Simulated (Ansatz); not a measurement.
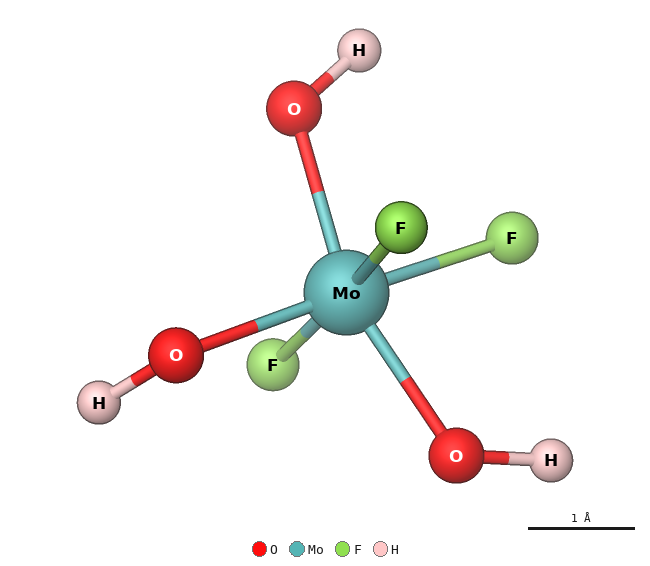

Distant atoms are faded towards the background colour. The species is neutral and a spin singlet. The geometry was computed by an optimisation with PBE-D4/def2-SVP. No frequency run is at hand to confirm it as a minimum. Masses are those of the most abundant isotopes; constants are for the rigid equilibrium geometry.

Question: Classify the rotor and give the rotational constants (GHz).

Answer: An asymmetric top (Cs): A = 2.00, B = 1.97, C = 1.86 GHz. Ray's parameter κ is 0.58, nearer the oblate limit.
